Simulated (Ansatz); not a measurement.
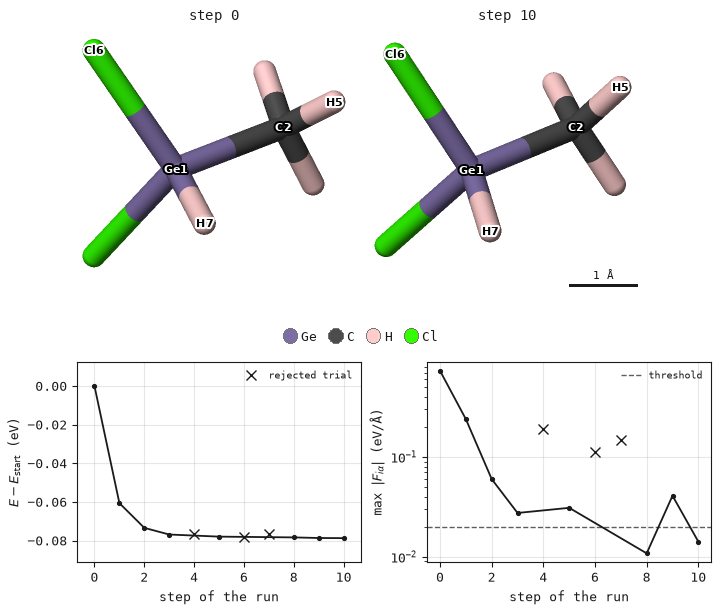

First and last geometry of a relaxation of CH4Cl2Ge, with the history of the run. Style: stick. Shown at a tilt.

The run prepares the start of a later molecular dynamics calculation, from a guessed geometry.

All numbers below come from RKS B3LYP-D4/def2-SVP in Ansatz 0.2.0. Set-up: no spin polarisation; force threshold 0.02 eV/Å; at most 40 steps.

Question: What do the curves and the structures tell?

Answer: It converged. An H atom moves most after the best rigid fit: 0.25 Å. By element the largest moves are H 0.25 Å, Cl 0.15 Å, Ge 0.05 Å, C 0.01 Å. Among the contacts that change: Cl–Ge 2.220 → 2.174 Å, C–Ge 1.960 → 1.945 Å, Ge–H 1.549 → 1.537 Å, C–H 1.110 → 1.099 Å. Bond angles that change, for instance: C–Ge–H 109.5° → 116.5°. The energy falls by 0.079 eV in 7 accepted moves (10 points after the start). The largest force component goes from 0.73 to 0.014 eV/Å. The line search rejected the trial steps at points 4, 6, 7 of the run. The forces were under the threshold at step 8, but the run went on from there.

```tsv
step	E − E(0), eV	largest force component, eV/Å	note
0	0.0000	0.7290	
1	-0.0606	0.2390	
2	-0.0734	0.0600	
3	-0.0768	0.0275	
4	-0.0768	0.1891	rejected
5	-0.0779	0.0310	
6	-0.0779	0.1122	rejected
7	-0.0764	0.1473	rejected
8	-0.0783	0.0108	
9	-0.0786	0.0409	
10	-0.0787	0.0142
```
